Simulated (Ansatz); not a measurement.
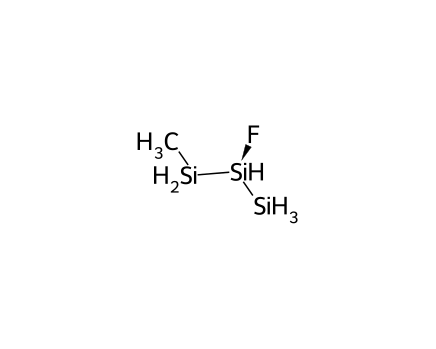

Figure made from data computed with Ansatz.

A structural formula.

Q: Write the SMILES.

A: C[SiH2][Si@@H](F)[SiH3]

Q: What is the molecular formula?

A: CH9FSi3.

Q: An optimisation with PBE0-D4/def2-TZVP gave a structure of which point group?

A: C1.
